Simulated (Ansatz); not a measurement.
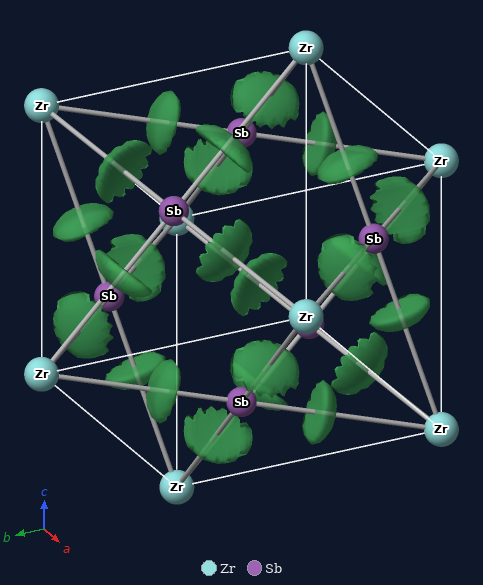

Figure. ZrSb$_{3}$. Isosurface of the ELF at 0.55 (green), seen at an oblique angle. Only the valence region is drawn (cores and ρ < 0.01 e/Å³ removed). Sticks mark near contacts.

Space group Pm-3m; started from the Cu3Au (L1_2)_221 prototype, which need not be the ambient phase; computed without spin polarisation.

Level of theory: DFT r2SCAN, scalar-relativistic, plane waves, PAW in Ansatz.

Where are the electrons localised?

Answer. The ELF exceeds this value in twelve lobes of the valence shell of Sb pointing towards Zr (polar bonds), counted in one cell of 4 atoms. Regions shared between cells count once. Profiles from the grid: Zr–Sb (3.29 Å): the ELF peaks at about 0.60 in the valence shell of Sb, 1.4 Å from its nucleus, and drops to about 0.15 between the two atoms.
